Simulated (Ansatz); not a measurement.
The starting structures come from a database of crystals and need not be the phases stable at ambient conditions.

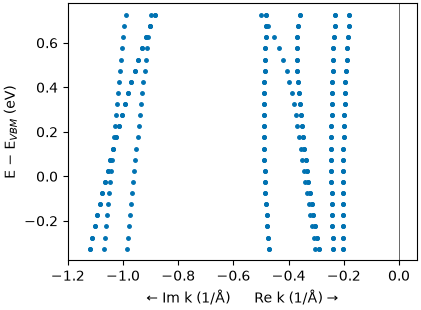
Complex bands at the centre of the two-dimensional zone; PBEsol in Ansatz (a quantum-chemistry and plane-wave program)

The gap is the functional's own. No spin-orbit coupling. Mid-gap values are interpolated on the energy grid.

Question: This is TlInSe2 (I4/mcm, not sure to be the ambient phase, 8 atoms a cell, 27.7 Å³ an atom) along the normal of (101). Read off the slowest decay at the centre of the two-dimensional zone at 0.23 eV, the computed energy nearest the middle of the gap.

Answer: κ ≈ 0.20 1/Å, a decay length 1/(2κ) of the density of 2.5 Å.
